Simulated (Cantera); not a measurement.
Charge: 1 mol SiC, a varied amount of O2, 170 mol H2, at 1702 °C and 120 Pa.

Method: chemical equilibrium by Gibbs-energy minimisation in Cantera with the NASA 1993 tables (ideal gas, pure condensed phases). Candidate condensed phases: C, C6H6, C7H8, C8H18, H2O, Si, SiC, SiO2; 123 gas species. Equilibrium is a limit: real reactors are often held back by kinetics, nucleation or transport.

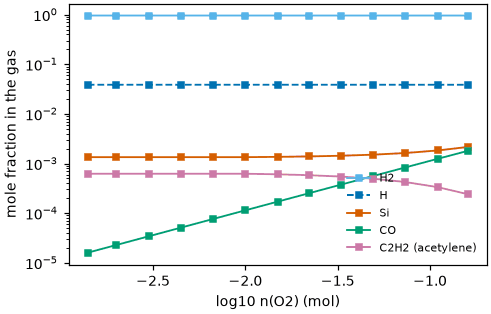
Equilibrium gas composition (values under 1e-9 drawn at 1e-9)

Q: Read off the mole fractions at 0.11 mol O2.

A: H2 about 0.96, H about 0.039, Si about 0.0018, CO about 0.0012, C2H2 (acetylene) about 0.00033.
